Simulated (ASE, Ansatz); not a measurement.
## Zr2CO2 MXene, 4 layers (80 atoms): a single point

What does DFT give for Zr2CO2 MXene, 4 layers (80 atoms) as built?

Method: Kohn-Sham DFT, PBE+D4, PAW (set soft_2), plane waves, in Ansatz 0.2.0.

## Step 1: The structure

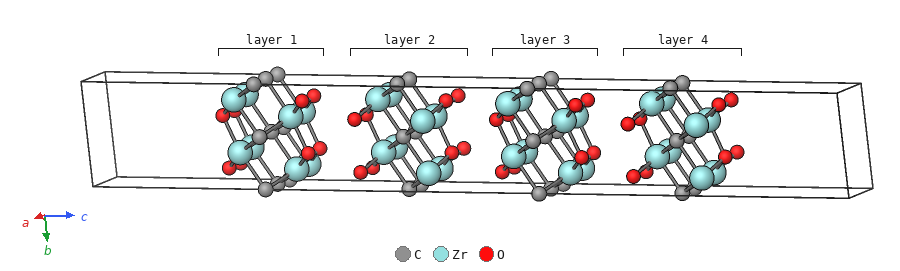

Start, viewed from the side, with the c axis across the page; carbon grey, zirconium light teal, oxygen red. Some periodic images of atoms are drawn too.

The cell holds 80 atoms: 16 C, 32 Zr and 32 O. Its edges and angles: a = 6.752 Å, b = 6.752 Å, c = 40.780 Å, α = 90.0°, β = 90.0°, γ = 120.0°. It derives from Zr2CO2 (Zr2CO2 MXene). 4 layers of Zr2CO2 MXene (a = 3.31 Å), 2 x 2 cells, biaxial strain +2 %, every second layer slid by 0.500 of a1 + 2 a2; facing planes 2.84, 2.72, 2.82 Å apart; 14 Å of vacuum. Regions: layer 1, 20 atoms (4 C, 8 Zr and 8 O); layer 2, 20 atoms (4 C, 8 Zr and 8 O); layer 3, 20 atoms (4 C, 8 Zr and 8 O); layer 4, 20 atoms (4 C, 8 Zr and 8 O). Vacuum lies along c.

Before any run, some limits are plain. The cell is under 6 Å thick along two periodic directions, so every atom has periodic images of itself close by, which move with it and show among its neighbours and in g(r).

## Step 2: Plane-wave single point

The electrons are solved once, with the atoms held.

File input.yaml:

```yaml
crystal:
  lattice:
    - [6.7524, 0.0, 0.0]
    - [-3.3762, 5.84775, 0.0]
    - [0.0, 0.0, 40.78]
  atoms:
    - { symbol: C, position: [0.00404, 0.00017, 0.22835] }
    - { symbol: Zr, position: [0.16704, 0.33497, 0.26193] }
    - { symbol: Zr, position: [0.33202, 0.1635, 0.19448] }
    - { symbol: O, position: [0.33551, 0.16654, 0.28419] }
    - { symbol: O, position: [0.16881, 0.33586, 0.17151] }
    - { symbol: C, position: [0.00351, 0.50165, 0.2282] }
    - { symbol: Zr, position: [0.16715, 0.83519, 0.26144] }
    - { symbol: Zr, position: [0.33121, 0.66489, 0.19415] }
    - { symbol: O, position: [0.33593, 0.66698, 0.28433] }
    - { symbol: O, position: [0.16337, 0.83428, 0.17136] }
    - { symbol: C, position: [0.49751, 0.99558, 0.2283] }
    - { symbol: Zr, position: [0.6677, 0.33459, 0.26154] }
    - { symbol: Zr, position: [0.83174, 0.16714, 0.19407] }
    - { symbol: O, position: [0.83438, 0.1682, 0.28441] }
    - { symbol: O, position: [0.66602, 0.33446, 0.17153] }
    - { symbol: C, position: [0.49717, 0.49893, 0.22794] }
    - { symbol: Zr, position: [0.66697, 0.83423, 0.26152] }
    - { symbol: Zr, position: [0.83586, 0.66864, 0.19466] }
    - { symbol: O, position: [0.83563, 0.66683, 0.28463] }
    - { symbol: O, position: [0.66606, 0.83417, 0.17211] }
    - { symbol: C, position: [0.24932, 0.50106, 0.41044] }
    - { symbol: Zr, position: [0.41655, 0.83209, 0.44427] }
    - { symbol: Zr, position: [0.58832, 0.66875, 0.37657] }
    - { symbol: O, position: [0.5811, 0.66528, 0.46665] }
    - { symbol: O, position: [0.41821, 0.83432, 0.35418] }
    - { symbol: C, position: [0.25245, 0.00316, 0.41034] }
    - { symbol: Zr, position: [0.4182, 0.33495, 0.44432] }
    - { symbol: Zr, position: [0.58239, 0.1667, 0.37668] }
    - { symbol: O, position: [0.58379, 0.16827, 0.4668] }
    - { symbol: O, position: [0.41543, 0.33149, 0.35355] }
    - { symbol: C, position: [0.7511, 0.50124, 0.41046] }
    - { symbol: Zr, position: [0.91522, 0.83117, 0.44395] }
    - { symbol: Zr, position: [0.08564, 0.66572, 0.37638] }
    - { symbol: O, position: [0.08473, 0.66965, 0.46664] }
    - { symbol: O, position: [0.91523, 0.83266, 0.35389] }
    - { symbol: C, position: [0.74965, 0.00014, 0.4104] }
    - { symbol: Zr, position: [0.91684, 0.33411, 0.44408] }
    - { symbol: Zr, position: [0.08301, 0.16771, 0.37694] }
    - { symbol: O, position: [0.08546, 0.16831, 0.46707] }
    - { symbol: O, position: [0.91487, 0.32846, 0.35393] }
    - { symbol: C, position: [0.99981, 0.00213, 0.59003] }
    - { symbol: Zr, position: [0.16633, 0.33536, 0.62304] }
    - { symbol: Zr, position: [0.33231, 0.16612, 0.55683] }
    - { symbol: O, position: [0.3352, 0.16705, 0.64627] }
    - { symbol: O, position: [0.16737, 0.33307, 0.53344] }
    - { symbol: C, position: [0.99978, 0.5004, 0.58992] }
    - { symbol: Zr, position: [0.16479, 0.8338, 0.62335] }
    - { symbol: Zr, position: [0.33586, 0.66663, 0.55621] }
    - { symbol: O, position: [0.33681, 0.66889, 0.64645] }
    - { symbol: O, position: [0.16558, 0.83403, 0.53344] }
    - { symbol: C, position: [0.50258, 0.00105, 0.58997] }
    - { symbol: Zr, position: [0.66503, 0.33369, 0.62305] }
    - { symbol: Zr, position: [0.83208, 0.16468, 0.5566] }
    - { symbol: O, position: [0.83558, 0.16935, 0.64616] }
    - { symbol: O, position: [0.66712, 0.33436, 0.53345] }
    - { symbol: C, position: [0.50152, 0.50295, 0.5899] }
    - { symbol: Zr, position: [0.66344, 0.82998, 0.62355] }
    - { symbol: Zr, position: [0.83071, 0.66557, 0.5564] }
    - { symbol: O, position: [0.83484, 0.66636, 0.64631] }
    - { symbol: O, position: [0.66822, 0.83158, 0.53343] }
    - { symbol: C, position: [0.25078, 0.50289, 0.77226] }
    - { symbol: Zr, position: [0.41546, 0.83206, 0.80531] }
    - { symbol: Zr, position: [0.58608, 0.67063, 0.73857] }
    - { symbol: O, position: [0.58357, 0.66522, 0.82844] }
    - { symbol: O, position: [0.41499, 0.83403, 0.71563] }
    - { symbol: C, position: [0.25056, 0.99811, 0.77171] }
    - { symbol: Zr, position: [0.41658, 0.33207, 0.80581] }
    - { symbol: Zr, position: [0.58358, 0.16752, 0.73901] }
    - { symbol: O, position: [0.5868, 0.16827, 0.82777] }
    - { symbol: O, position: [0.41578, 0.33007, 0.71549] }
    - { symbol: C, position: [0.75117, 0.50191, 0.77208] }
    - { symbol: Zr, position: [0.91608, 0.8362, 0.80525] }
    - { symbol: Zr, position: [0.0819, 0.66617, 0.73818] }
    - { symbol: O, position: [0.08219, 0.66602, 0.82803] }
    - { symbol: O, position: [0.91543, 0.83157, 0.71491] }
    - { symbol: C, position: [0.75245, 0.99967, 0.77168] }
    - { symbol: Zr, position: [0.91781, 0.33435, 0.80599] }
    - { symbol: Zr, position: [0.08633, 0.16926, 0.73823] }
    - { symbol: O, position: [0.08647, 0.16944, 0.82837] }
    - { symbol: O, position: [0.91664, 0.33308, 0.71548] }
kpoints:
  mp_grid: { grid: [2, 2, 1] }
hamiltonian:
  xc: pbe
  dispersion: d4
scf:
  occupations: { method: fixed }
output:
  forces: true
  populations: true
  dos:
    method: { smearing: { sigma: 0.1 } }
    de: 0.1
    projected:
      site_lists:
        C: [C]
        O: [O]
        Zr: [Zr]
        layer_1: [0, 1, 2, 3, 4, 5, 6, 7, 8, 9, 10, 11, 12, 13, 14, 15, 16, 17, 18, 19]
        layer_2: [20, 21, 22, 23, 24, 25, 26, 27, 28, 29, 30, 31, 32, 33, 34, 35, 36, 37, 38, 39]
        layer_3: [40, 41, 42, 43, 44, 45, 46, 47, 48, 49, 50, 51, 52, 53, 54, 55, 56, 57, 58, 59]
        layer_4: [60, 61, 62, 63, 64, 65, 66, 67, 68, 69, 70, 71, 72, 73, 74, 75, 76, 77, 78, 79]
  eigenvalues: true
  write_density: true
  write_potential: true
  volumetric_format: npy
```

Command:

```sh
$ ansatz run input.yaml --threads 8 --pin off --max-ram 15872MiB --backend cpu --events-out ev --progress --plain --runs-dir out
```

Numbers of over 12 decimals in the logs are rounded to 6 here.

Output:

```text
Engine: ansatz 0.2.0, aarch64-unknown-linux-gnu
Pseudopotentials: kind: paw
Pseudopotential: C, paw, valence charge 4, recommended cutoff 420 eV (normal), C.paw.azcp
Pseudopotential: Zr, paw, valence charge 12, recommended cutoff 420 eV (normal), Zr.paw.azcp
Pseudopotential: O, paw, valence charge 6, recommended cutoff 420 eV (normal), O.paw.azcp
[... 5 lines on functional and potentials left out ...]
Crystal: 80 atoms, lattice volume = 1610.253 Å³
Basis set: ecut = 420 eV, 31517 PW (Γ), exchange–correlation on 96×96×576 points (8 copies of the dense FFT grid, shifted against one another)
Bands: 400, of which v1, the nominal top of the filled ones, is band 320 counted from 1 (319 counted from 0)
Symmetry: 1 space group operations
Space group: P1 (ITA 1), of the structure as read, at distance tolerance 1.2e-4 Å
k-points: 4
[... 7 lines on functional and potentials left out ...]
Initial density: superposition of atomic densities (neutral atoms: chi_scale 0, normalization atom), corrected by the library's trained network
Initial wavefunctions: pseudopotential atomic-orbital guess
Functional: x = pbe(κ = 0.804, μ = 0.219515), c = pbe(β = 0.066725)
SCF iter   1: F=—  HF=-156164.822627 eV  |F-HF|=—  |Δ(HF+E_count)|=         —  Δρ=5.51e-3  dr2=7.69e-1  ethr=1.77e-3  ⟨swp⟩=4.0  Hψ=5227  notcnv=0  defer=284
preconditioner: auto → Resta (q_TF=auto, 2.339 Å⁻¹)  ε∞=4.9  [insulator: Δε(μ)=1.081 eV  Ē_g=9.203 eV  n_scr=384 (ndim 8)  ℏωp=18.1 eV  f_vac=0.321  ε∞_Penn≈4.9  vacuum switching on, ρ_ref=6.1e-3 e/Å³]
SCF iter   2: F=—  HF=-156164.704225 eV  |F-HF|=—  |Δ(HF+E_count)|=   1.18e-1  Δρ=2.14e-3  dr2=6.33e-2  ethr=1.20e-4  ⟨swp⟩=2.0  Hψ=2489  notcnv=0  defer=311
SCF iter   3: F=—  HF=-156164.698516 eV  |F-HF|=—  |Δ(HF+E_count)|=   5.71e-3  Δρ=1.11e-3  dr2=2.18e-2  ethr=9.89e-6  ⟨swp⟩=2.0  Hψ=1964  notcnv=0  defer=312
SCF iter   4: F=—  HF=-156164.700094 eV  |F-HF|=—  |Δ(HF+E_count)|=   1.58e-3  Δρ=7.09e-4  dr2=1.27e-2  ethr=3.40e-6  ⟨swp⟩=2.8  Hψ=2634  notcnv=0  defer=312
SCF iter   5: F=—  HF=-156164.698540 eV  |F-HF|=—  |Δ(HF+E_count)|=   1.55e-3  Δρ=1.76e-4  dr2=5.35e-4  ethr=1.99e-6  ⟨swp⟩=2.0  Hψ=2076  notcnv=0  defer=311
SCF iter   6: F=—  HF=-156164.698651 eV  |F-HF|=—  |Δ(HF+E_count)|=   1.11e-4  Δρ=1.32e-4  dr2=4.29e-4  ethr=8.35e-8  ⟨swp⟩=2.8  Hψ=2310  notcnv=0  defer=284
SCF iter   7: F=—  HF=-156164.698604 eV  |F-HF|=—  |Δ(HF+E_count)|=   4.71e-5  Δρ=4.77e-5  dr2=5.06e-5  ethr=6.70e-8  ⟨swp⟩=2.0  Hψ=2010  notcnv=0  defer=284
SCF iter   8: F=—  HF=-156164.698716 eV  |F-HF|=—  |Δ(HF+E_count)|=   1.12e-4  Δρ=1.57e-5  dr2=6.80e-6  ethr=7.91e-9  ⟨swp⟩=2.0  Hψ=2168  notcnv=0  defer=284
SCF iter   9: F=—  HF=-156164.698717 eV  |F-HF|=—  |Δ(HF+E_count)|=   8.41e-7  Δρ=1.27e-5  dr2=3.50e-6  ethr=1.06e-9  ⟨swp⟩=2.2  Hψ=2082  notcnv=0  defer=284
SCF iter  10: F=—  HF=-156164.698716 eV  |F-HF|=—  |Δ(HF+E_count)|=   5.53e-7  Δρ=4.40e-6  dr2=4.74e-7  ethr=5.46e-10  ⟨swp⟩=2.0  Hψ=2141  notcnv=0  defer=284
SCF iter  11: F=—  HF=-156164.698716 eV  |F-HF|=—  |Δ(HF+E_count)|=   2.36e-8  Δρ=3.02e-6  dr2=2.29e-7  ethr=1.56e-11  ⟨swp⟩=21.8  Hψ=14849  notcnv=0
SCF iter  12: F=-156164.698716 eV  HF=-156164.698716 eV  |F-HF|=4.69e-9  |Δ(HF+E_count)|=   2.71e-8  Δρ=8.38e-7  dr2=1.78e-8  ethr=1.56e-11  ⟨swp⟩=7.2  Hψ=10026  notcnv=0
SCF 1 converged in 12 iterations: F = -156164.698716 eV  dr2 = 1.78e-8
  greatest PAW one-centre occupation: 0.995 electrons in one spin orbital (limit 2), on the Zr atom at site 76 (counted from 0), in its partial waves of l = 0
WARN: The output density's exchange-correlation potential varies sharply where the density is thin. Do not read a vacuum level from v_tot or v_xc, or from such a field of the output density. On a cell that repeats whose density bears no net charge and no dipole along the vacuum's axis use v_es (v_loc + v_h of the components); [...]
SCF converged after 12 iterations
Free energy (F): -156164.698716 eV
Harris-Foulkes:  -156164.698716 eV  (|F-HF|=4.69e-9)
Internal energy: -156164.698716 eV  (E = F + TS)
E sigma→0 (E₀):  -156164.698716 eV
Fermi energy:    6.045821 eV
--- Per-component energies (eV) ---
  E_band       = -6783.332979
  E_kinetic    = 17630.987221
  E_local      = -553654.422985  (includes V_loc(G=0)·N_el)
  E_nonlocal   = 4403.717358
  E_hartree    = 269346.862084
  E_xc         = -8330.238569
  E_vxc        = -10107.936909  (∫ρ·V_xc dr)
  E_paw        = -101119.040123  (= ΣΔE_a)
  E_vpaw       = -3749.471814  (= ΣTr[D̂ρ^β])
  E_aug_tail   = 0.078456  (compensation charges beyond the density's cutoff)
  E_ewald      = 215571.259965
  E_disp       = -13.902122  (pairwise vdW)
  E_smearing   = -0.000000  (= −TS)
  E_closure    = 0.000000  (closes the sum)
  Σ components = -156164.698716   (vs F -156164.698716, Δ=0.00e0)
--- Forces (eV/Å), atoms counted from 1 ---
  atom   1  C     -0.22706024    -0.05706802    -0.20025343
  atom   2  Zr     0.15771908     0.02285552     0.63192936
  atom   3  Zr    -0.11542894     0.36825667    -0.65212060
  atom   4  O     -0.04124519     0.01794199    -0.61402939
  atom   5  O     -0.12871896    -0.22890892     0.63001514
  atom   6  C     -0.23414433    -0.14586560    -0.19965981
  atom   7  Zr     0.08700129    -0.04268106     0.90386290
  atom   8  Zr     0.19200779    -0.04671996    -0.49295280
  atom   9  O     -0.02618190    -0.06948373    -0.60703519
  atom  10  O      0.16212974    -0.06290176     0.61055068
  atom  11  C      0.11762044     0.37006666    -0.27537148
  atom  12  Zr    -0.08161561     0.03011700     0.84052044
  atom  13  Zr     0.06429013     0.03568324    -0.59910963
  atom  14  O     -0.02944627    -0.11493529    -0.75239383
[...]
atom  79  O     -0.08044259    -0.12913769    -0.57904488
  atom  80  O      0.06736840     0.07230042     0.85401289
  max |Σ_I F_I| component: 2.26e-5 eV/Å
--- Band table (eV) ---
  k-point 0: bands = ["-42.9035", "-42.8854", "-42.8770", "-42.8555", [... 384 levels ...], "10.0662", "10.0746", "10.0794", "10.0862", "10.0944", "10.0994", "10.1056", "10.1099", "10.1228", "10.1256", "10.1361", "10.1601"]
[...]
--- Löwdin populations: 80 sites ---
  site symbol       q [e]
     0      C      4.9251
     1     Zr     10.8037
     2     Zr     10.8013
[...]
79      O      6.6476
  spilling = 0.004095 (of n_electrons = 640.000000)
```

The job ended after 90 s (8 threads of Arm Neoverse V1, shared host; peak memory 11 GiB; 12 min of CPU time).

The column dr2 measures how far the density is from self-consistency, as an energy; F and HF (Harris–Foulkes) agree once it is small.

The program notes that the exchange-correlation potential is rough where the density is thin.

Numbers from this run:

```
free energy                                      : -156164.6987 eV
free energy per atom                             : -1952.0587 eV/atom
SCF cycles                                       : 12
r.m.s. force component                           : 0.4179 eV/Å
longest force                                    : 1.22 eV/Å
Fermi energy                                     : 6.046 eV
gap (highest filled to lowest empty level) : 0.8391 eV
potential in mid-vacuum, over the Fermi level    : 5.422 eV
potential 4.5 Å over the upper face              : 5.406 eV
potential 4.5 Å under the lower face             : 5.44 eV
spilling of the projection                       : 0.004095
```

Length of the force by element:

```
element  coordination  atoms  mean length of the force (eV/Å)  spread   least   most
      C           all     16                            0.212   0.108  0.0631  0.476
      O           all     32                            0.743   0.141   0.425  0.966
     Zr           all     32                            0.817   0.208   0.470   1.22
```

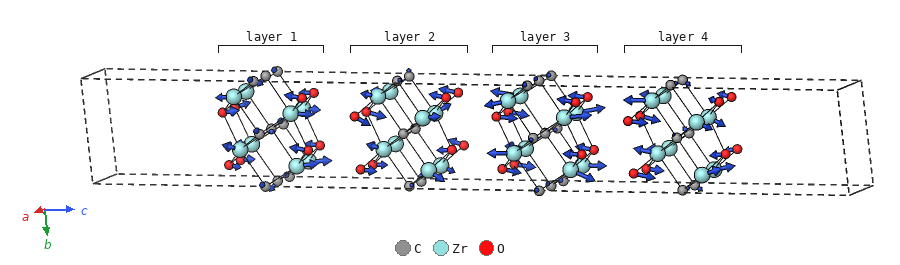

Forces as arrows; the longest in the cell is 1.22 eV/Å. Some periodic images of atoms are drawn too.

Löwdin charges by element (they lack the spilled electrons, 0.033 e an atom on average):

```
element  coordination  atoms  mean charge (e)  spread   least    most
      C           all     16           -0.924  0.0017  -0.926  -0.921
      O           all     32            -0.65  0.0039  -0.657  -0.641
     Zr           all     32             1.19  0.0062    1.18    1.21
```

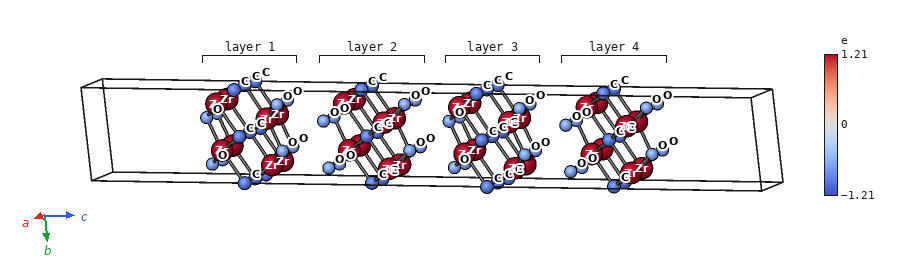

Atoms coloured by Löwdin charge. Some periodic images of atoms are drawn too.

By region:

```csv
region,atoms,mean length of the force (eV/Å)
layer 1,20,0.633
layer 2,20,0.56
layer 3,20,0.806
layer 4,20,0.665
```

Density of states as counts of states in windows of 1 eV (from the Fermi level), total and the larger projections:

```
from (eV)  to (eV)  total  Zr d   O p  layer 4  layer 3  layer 1  layer 2
      -14      -10    0.0   0.0   0.0      0.0      0.0      0.0      0.0
      -10       -9   24.3   4.8   0.3      7.0      7.2      5.6      4.4
       -9       -8    7.7   2.0   0.0      1.0      0.8      2.3      3.6
       -8       -6    0.0   0.0   0.0      0.0      0.0      0.0      0.0
       -6       -5    8.8   2.6   4.1      2.5      2.3      1.9      2.0
       -5       -4   97.9  24.0  63.0     26.0     24.1     24.6     22.7
       -4       -3   84.3  14.2  61.4     19.1     21.0     21.0     22.6
       -3       -2   30.7   8.9   7.6      9.0      8.3      7.6      5.4
       -2       -1   47.9  11.7  12.1     11.4     12.3     11.4     12.1
       -1        0   17.9   3.2   5.2      3.4      3.4      4.7      6.1
        0        1    4.7   2.8   1.4      1.3      1.4      1.0      0.8
        1        2   28.3  22.3   4.2      6.9      6.8      7.0      7.0
        2        3   26.0  20.7   2.4      6.7      6.8      6.1      5.8
```

With fixed occupations the program's Fermi level is the highest filled level.

Between -26 and -14 eV lie 64 more states.

The stored curve holds about 384 of the 640 electrons; the rest, give or take the few that broadening carries across the Fermi level, lie in deeper levels below its range.

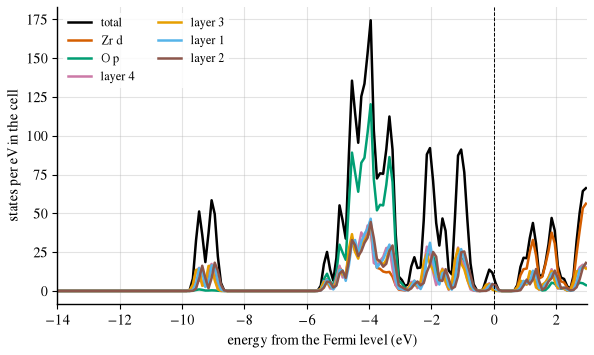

Total and projected density of states, with the broadening of the input.

The levels nearest the highest filled one (over half full), pooled over k-points and spins:

```csv
level less the highest filled one (eV),occupation
-0.174,2
-0.155,2
-0.0927,2
-0.0684,2
-0.0151,2
0,2
0.839,0
0.865,0
0.885,0
0.886,0
0.922,0
0.936,0
```

Planar average of the electrostatic potential energy along the normal, with the Fermi level as zero, after a running mean with a triangular window 4 Å wide at its base:

| height (Å) | potential energy (eV) |
| --- | --- |
| 0.0 | 5.42 |
| 1.6 | 5.43 |
| 3.3 | 5.45 |
| 4.8 | 5.10 |
| 6.5 | -2.30 |
| 8.1 | -9.62 |
| 9.8 | -9.06 |
| 11.3 | -7.23 |
| 13.0 | 1.07 |
| 14.6 | -6.56 |
| 16.3 | -8.93 |
| 17.8 | -9.55 |
| 19.5 | -2.46 |
| 21.1 | -1.51 |
| 22.8 | -9.67 |
| 24.4 | -9.13 |
| 26.1 | -7.39 |
| 27.6 | 0.95 |
| 29.3 | -6.44 |
| 30.9 | -9.27 |
| 32.6 | -9.72 |
| 34.1 | -3.36 |
| 35.8 | 4.85 |
| 37.4 | 5.40 |
| 39.1 | 5.41 |
| 40.6 | 5.42 |

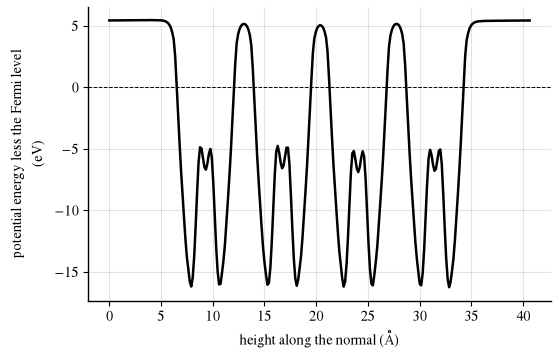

Planar average of the electrostatic potential energy; the dashed line is the Fermi level.

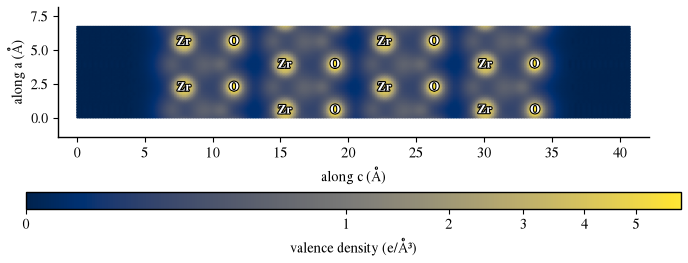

Valence density in the ca plane at fractional y = 0.164, with atoms of Zr and O within 0.2 Å of it. It is the smooth field of the valence electrons, not physical close to the nuclei. The colour scale is stretched toward low values.

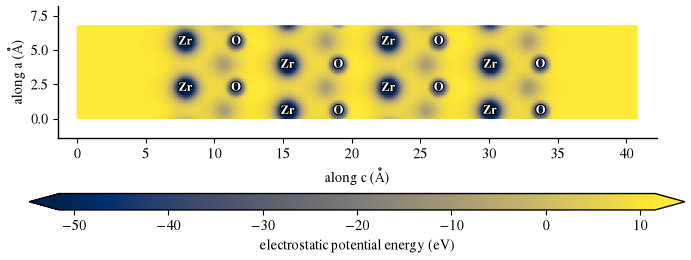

Electrostatic potential energy in the ca plane at fractional y = 0.164, with atoms of Zr and O within 0.2 Å of it. With pseudopotentials it is smooth inside the atoms' cores, unlike the true potential.

Mean Löwdin charges: C -0.92, O -0.65, Zr +1.19 e (they miss 0.41 % of the electrons, so they add up to more than the cell's charge). The potential stands 5.41 eV above the highest filled level over the upper face and 5.44 eV under the lower one, a reading of the ionisation potential at this level on the run's k-points, but a rough one: there is no dipole correction, and the values are taken inside the vacuum, not at the faces.

(Continued in part 2 of 2.)

[Logs are printed without paths, hosts, clocks, repeated set-up lines and the standing remarks that a program may print on its own settings, such as how far it seeks lower states.]

[Hosts, paths, dates, database ids (printed as entryN), source tags and the programs' standing remarks are cut or masked in the printed files.]
